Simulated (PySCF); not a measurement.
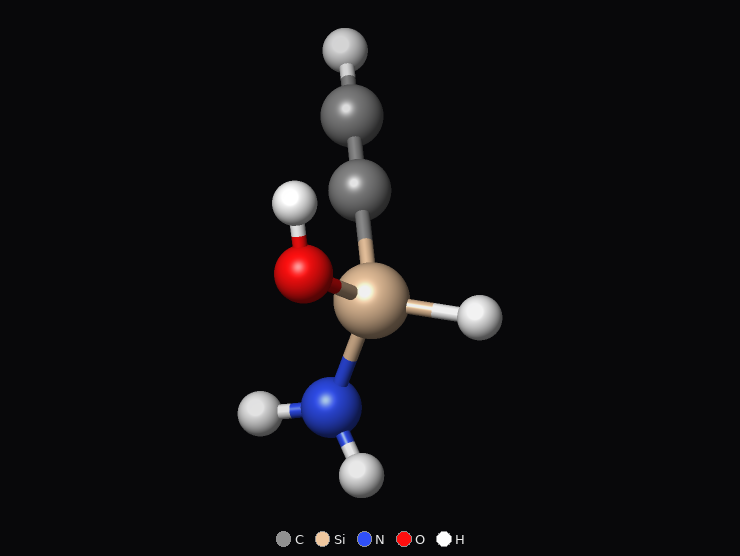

Computed geometry: PBE0-D3(BJ)/def2-SVP optimisation. No frequency run is at hand to confirm it as a minimum.

Give the structural formula.

SMILES: C#C[Si@H](N)O

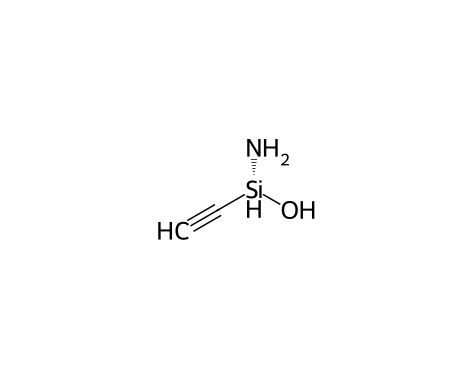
